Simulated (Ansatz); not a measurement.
**N2O (nitrous oxide): SVWN5/STO-3G**

Aim: the electronic atomisation energy of N2O (nitrous oxide) at SVWN5/STO-3G, from 3 runs. 

Program for the calculation: Ansatz 0.2.0.

30 further runs of the same task are left out: 6 that didn't finish, 24 set aside as unsound or not needed.

**1. Starting point**

The species is N2O (3 atoms), meant as a singlet with charge 0. As SMILES, `N#[N+][O-]`. Geometry: relaxed at PBE0-D4/def2-TZVP.

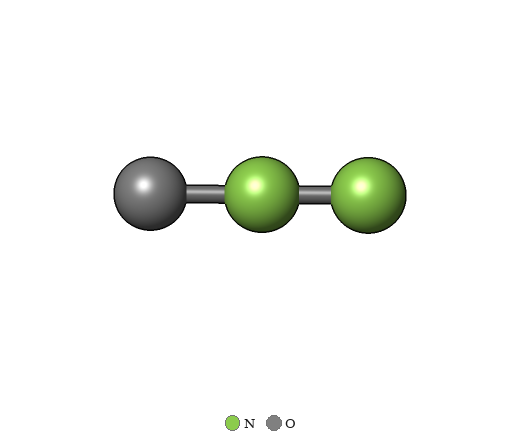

The structure, seen from a chosen angle (nitrogen green, oxygen grey).

**2. The energy at SVWN5/STO-3G**

File molecule.yaml:

```yaml
crystal:
  periodic: [false, false, false]
  atoms:
    - {symbol: "N", position_ang: [-0.511700, 1.001300, -0.167900]}
    - {symbol: N, position_ang: [-0.008400, 0.016500, -0.002800]}
    - {symbol: O, position_ang: [0.520100, -1.017800, 0.170700]}
basis:
  gaussian:
    orbitals: STO-3G
hamiltonian:
  xc: {name: SVWN5}
accuracy: high
```

On the command line:

```
ansatz run molecule.yaml --threads 1 --pin off --max-ram 2610MiB --events-out events.jsonl --progress --plain --runs-dir runs
```

What it wrote:

```text
Warning: RAYON_NUM_THREADS=1 ignored (pool sized by the plan → 1); use --threads N
Functional definition: SVWN5
  name "SVWN5"
  exchange = slater_x
  correlation = vwn5_c
252 factors; integrals over basis functions are off by at most 2.3e-8 eV
mean field evaluation 1: about -4913.8891 eV, gradient 4.0e1 eV
mean field evaluation 2: about -4885.7074 eV, gradient 1.0e2 eV
mean field evaluation 4: about -4916.7167 eV, gradient 2.1e1 eV
mean field evaluation 8: about -4917.6842 eV, gradient 2.2e-1 eV
mean field evaluation 16: about -4917.6843 eV, gradient 2.3e-6 eV
mean field -4917.68434811 eV, -180.7215664670 hartree, gradient 1.0e-8 eV, S^2 0.000000; 0 other end points of the search recorded, 0 dependent functions left out
reference -4917.68434892 eV, -180.7215664967 hartree; 11, 11 occupied and 4, 4 virtual orbitals, 252 factors
Total energy: -4917.68434892 eV, -180.7215664967 hartree
```

It took 0.61 s on 1 thread of Intel Xeon Platinum 8375C at 2.90GHz (Ice Lake), shared host.

**3. The N atom, same level**

File job.yaml:

```yaml
crystal:
  periodic: [false, false, false]
  atoms:
    - {symbol: N, position_ang: [0.000000, 0.000000, 0.000000]}
basis:
  gaussian: {orbitals: STO-3G}
total_charge: 0
magnetization: {spin_polarized: true, initial_magnetization: 3}
hamiltonian: {xc: {name: SVWN5}}
accuracy: high
```

Run the same way, it converges to -53.40706 Eh (log not shown).

**4. The O atom at the same level**

File molecule.yaml:

```yaml
crystal:
  periodic: [false, false, false]
  atoms:
    - symbol: O
      position_ang: [0.000000, 0.000000, 0.000000]
basis:
  gaussian:
    orbitals: STO-3G
magnetization:
  spin_polarized: true
  initial_magnetization: 2
hamiltonian:
  xc: {name: SVWN5}
accuracy: high
```

Run the same way, it converges to -73.45137 Eh (log not shown).

**5. Summary of results**

Level: SVWN5/STO-3G.

| quantity | value |
| --- | --- |
| molecule: total energy | -180.72157 Eh |
| N atom: total energy | -53.40706 Eh |
| N atom: ⟨S²⟩ | 3.750 |
| O atom: total energy | -73.45137 Eh |
| O atom: ⟨S²⟩ | 2.000 |
| electronic atomisation energy | 12.411 eV |

**Reading.** Taking the molecule apart into free atoms costs 12.41 eV (1197 kJ/mol), before zero-point energy and without spin-orbit coupling. In a minimal basis such a difference can be off by several eV, whatever the method.
